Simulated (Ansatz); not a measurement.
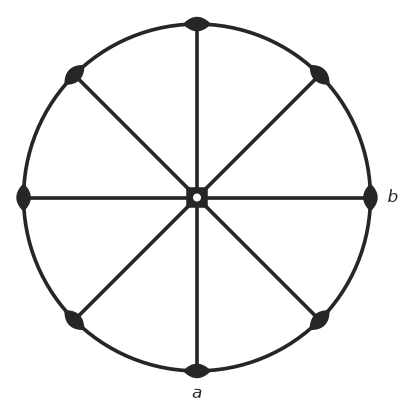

Stereographic projection: heavy lines are mirror planes (a heavy rim: a mirror in the plane of the page); lens, triangle, square and hexagon are 2-, 3-, 4- and 6-fold axes, a lens in an open square is −4, a triangle in an open hexagon −6; thin dashed diameters join the ends of axes that lie in the page; a small open circle marks inversion. The c axis points at the viewer. Computed from the symmetry operations of a computed or model structure of composition ZrGaAs, which need not be its known form.

Name the crystal class.

Answer. 4/mmm (D4h), order 16, tetragonal system: one fourfold axis, four twofold axes, five mirror planes, an inversion centre.

Can such a crystal be piezoelectric, pyroelectric or chiral?

Answer. It is centrosymmetric, so neither piezoelectric nor pyroelectric; it is not chiral.
